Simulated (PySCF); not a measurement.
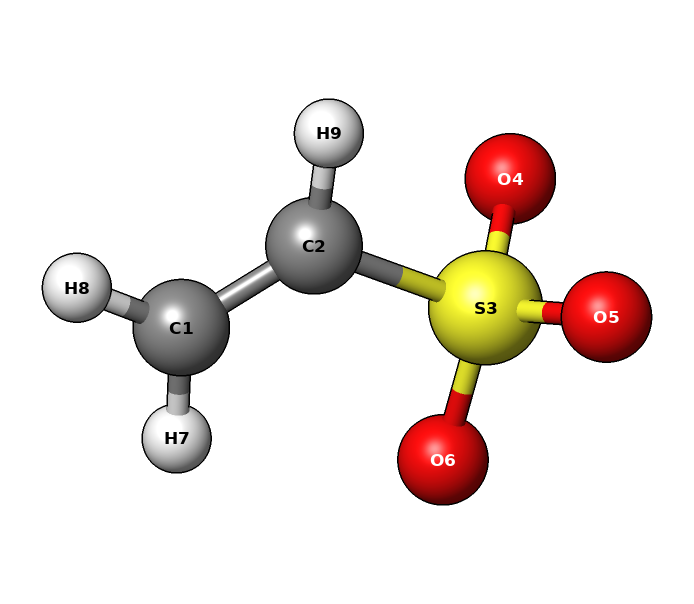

Every bond is drawn as one stick. The species has charge −1 and is a spin singlet. Computed geometry: PBE0-D3(BJ)/def2-SVP optimisation. No frequency run is at hand to confirm it as a minimum. Method: PBE0/pcSseg-1 (PySCF 2.14.0).

Which bond has the highest Mayer bond order?

Answer. C1–C2, 1.93, at a length of 1.331 Å.

List the Mayer bond orders of C1–C2, C1–H7, C1–H8, C2–S3, C2–H9, S3–O4, S3–O5, S3–O6. Atoms whose distances differ by more than 0.02 Å in this geometry are listed apart.

```json
{"bond": "C1–C2", "Mayer order": "1.93", "length (Å)": "1.331"}
{"bond": "C1–H7", "Mayer order": "0.93", "length (Å)": "1.095"}
{"bond": "C1–H8", "Mayer order": "0.95", "length (Å)": "1.096"}
{"bond": "C2–S3", "Mayer order": "0.88", "length (Å)": "1.794"}
{"bond": "C2–H9", "Mayer order": "0.94", "length (Å)": "1.096"}
{"bond": "S3–O4", "Mayer order": "1.62", "length (Å)": "1.479"}
{"bond": "S3–O5", "Mayer order": "1.62", "length (Å)": "1.479"}
{"bond": "S3–O6", "Mayer order": "1.64", "length (Å)": "1.478"}
```
